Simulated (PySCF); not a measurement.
Ionisation energy of Cu⁺ ([Ar] 3d¹⁰ → [Ar] 3d⁹). PySCF, aug-cc-pwCVDZ-PP with a 10-electron core potential, unrestricted single determinants, no spin-orbit coupling. Methods marked “valence” freeze 8 core electrons.

The results, method by method:

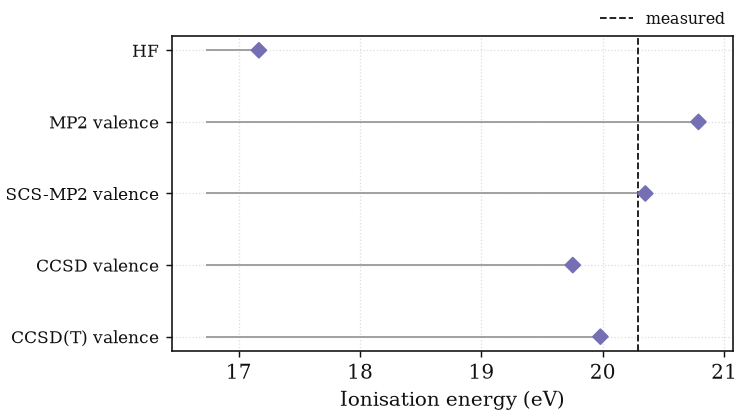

| Method | Ionisation energy (eV) |
| --- | --- |
| HF | 17.17 |
| MP2 valence | 20.79 |
| SCS-MP2 valence | 20.35 |
| CCSD valence | 19.75 |
| CCSD(T) valence | 19.98 |

The values run from 17.17 eV (HF) to 20.79 eV (MP2 valence). The measured value is 20.29 eV; nearest to it come SCS-MP2 valence (+0.06) and CCSD(T) valence (−0.31), furthest HF (−3.13 eV).

Limits of the model: spin-orbit shift not estimated.
